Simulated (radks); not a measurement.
# Run report: Sn⁴⁺, atomic calculation

System: the tin ion Sn⁴⁺ in the configuration [Kr] 4d9 5p1 (4d3/2: 4, 4d5/2: 5, 5p1/2: 1).
Method: Dirac Kohn-Sham, RPBE, spin-unpolarised, spherical densities, finite nucleus (the in-house radial solver radks).

**Output**
```
1s1/2   1   2.0000       -1067.44232425
2s1/2   1   2.0000        -162.71154945
2p1/2   1   2.0000        -152.09572231
2p3/2   1   4.0000        -143.62098972
3s1/2   1   2.0000         -32.92058063
3p1/2   1   2.0000         -28.61082355
3p3/2   1   4.0000         -27.06227667
3d3/2   1   4.0000         -19.45481493
3d5/2   1   6.0000         -19.13509178
4s1/2   1   2.0000          -6.75347266
4p1/2   1   2.0000          -5.31212078
4p3/2   1   4.0000          -5.02909559
4d3/2   1   4.0000          -2.74653575
4d5/2   1   5.0000          -2.70496941
5p1/2   1   1.0000          -1.44419308
5p3/2   1   0.0000          -1.40344425
Etot -6174.5904144535225
Ekin 6501.674767504255
Encl -14903.336858844523
Eh 2391.053053484002
Exc -163.98137659725663
err 9.458150136305302e-09
it 14
```

**Orbitals**

```
orbital  occupation  energy (eV)  ⟨r⟩ (bohr)  outer maximum (bohr)
     1s           2     −29046.6     0.02905                0.0188
     2s           2      −4427.6      0.1251                 0.106
  2p1/2           2      −4138.7      0.1058                0.0818
  2p3/2           4      −3908.1      0.1112                0.0863
     3s           2     −895.815      0.3389                 0.308
  3p1/2           2     −778.540      0.3298                 0.294
  3p3/2           4     −736.402      0.3409                 0.304
  3d3/2           4     −529.392      0.3124                 0.249
  3d5/2           6     −520.692      0.3159                 0.252
     4s           2     −183.771      0.8141                 0.745
  4p1/2           2     −144.550      0.8576                 0.770
  4p3/2           4     −136.849      0.8855                 0.794
  4d3/2           4      −74.737       1.037                 0.871
  4d5/2           5      −73.606       1.048                 0.880
  5p1/2           1      −39.298       2.242                  2.02
  5p3/2           0      −38.190       2.304                  2.08
```

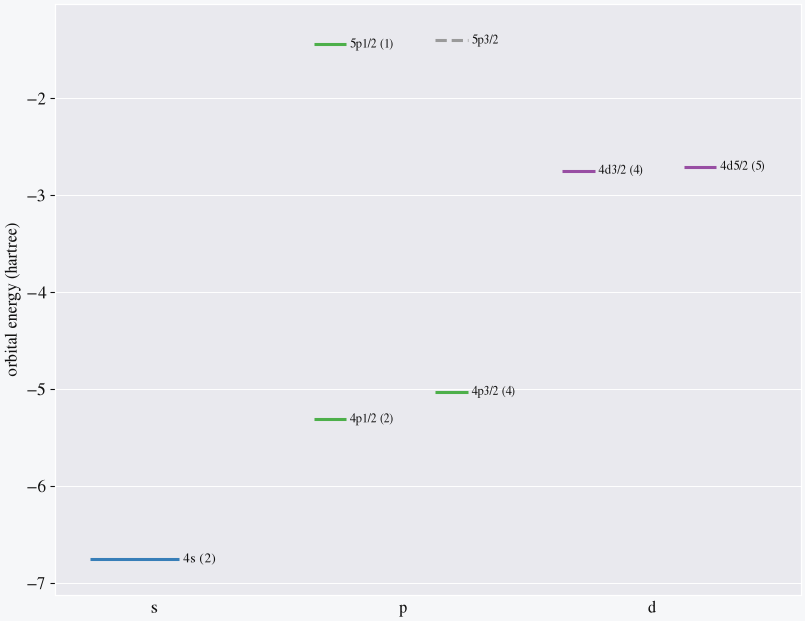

Fig. 1: The outer levels are drawn (occupations in brackets, the lower j at the left of each column, empty levels dashed). The highest occupied level is 5p1/2 at −1.44 hartree. The highest 3 occupied levels, from the top down, are 5p1/2 (−1.44 hartree), 4d5/2 (−2.70 hartree), 4d3/2 (−2.75 hartree). The lowest empty level drawn is 5p3/2 at −1.40 hartree. Spin-orbit splittings: 5p 0.0407 hartree, 4d 0.0416 hartree, 4p 0.283 hartree.

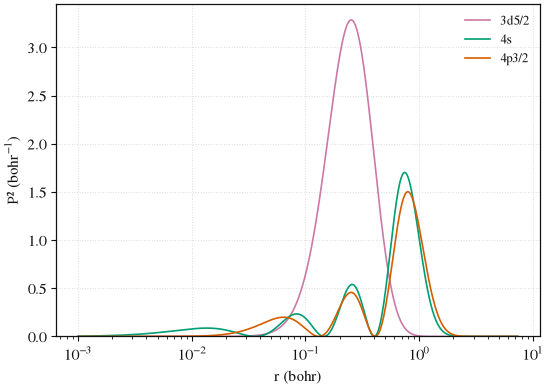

Fig. 2: The radial probability densities P² (large components) of 3d5/2, 4p3/2 and 4s. 3d5/2: outer maximum at 0.252 bohr, ⟨r⟩ = 0.316 bohr, 0 nodes, eigenvalue −520.7 eV; 4s: outer maximum at 0.745 bohr, ⟨r⟩ = 0.814 bohr, 3 nodes, eigenvalue −183.8 eV; 4p3/2: outer maximum at 0.794 bohr, ⟨r⟩ = 0.886 bohr, 2 nodes, eigenvalue −136.8 eV.

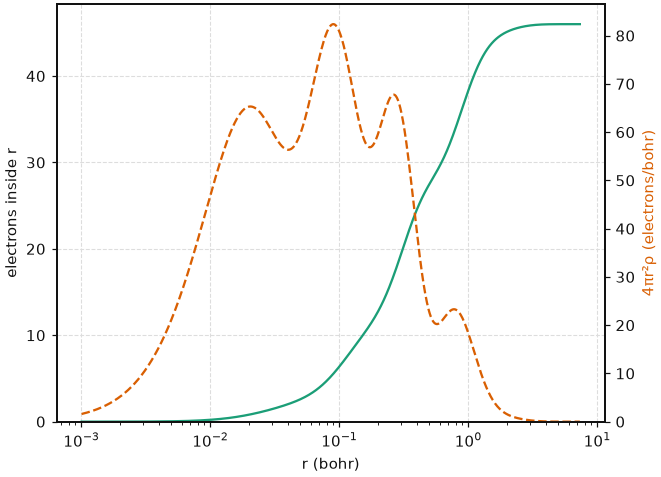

Fig. 3: The number of electrons inside radius r (solid) and the radial density 4πr²ρ (dashed). The count levels off at 46 electrons. Half of them lie within 0.365 bohr, 90 % within 1.21 bohr and 99 % within 2.38 bohr. The radial density has minima at 0.0402, 0.172 and 0.572 bohr, where the count stands at 2.0, 11.2 and 29.0; these part the shells that the density resolves.

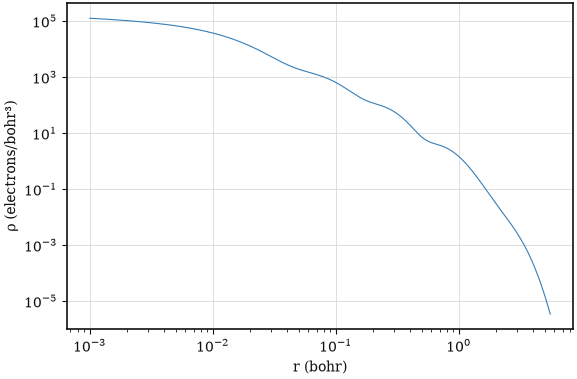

Fig. 4: The electron density ρ(r) on a logarithmic scale. The density falls from 130000 electrons/bohr³ at the inner end (r = 0.0010 bohr) to 0.001 at r = 3.40 bohr, a common measure of the size of an atom or ion. The highest occupied orbital, 5p1/2 (⟨r⟩ = 2.24 bohr, −39.3 eV), is also the most diffuse and sets the fall-off far out: over the last part drawn ln ρ falls by 2.8 per bohr, against 2√(−2ε) = 3.4 for the pure exponential. The steps in the slope mark the shells; the radial density has its minima at 0.040, 0.17 and 0.57 bohr.

**Input file**
```
Z 50
configuration [Kr] 4d9 5p1
relativity Dirac
functional rpbe,pbe
spin unpolarised
j_filling energy
nucleus finite rms 4.6519 fm
c 137.035999084
```

Energies in input and log are in hartree, lengths in bohr (the nuclear radius in fm).

**Results in brief**

```tsv
quantity	value
outcome	converged
total energy	−6174.5904 hartree
kinetic energy	6501.6748 hartree
electron–nucleus energy	−14903.3369 hartree
Hartree energy	2391.0531 hartree
exchange–correlation energy	−163.981377 hartree
radius at density 0.001 e/bohr³	3.40 bohr
SCF iterations	14
hardware	1 CPU thread, shared host
```
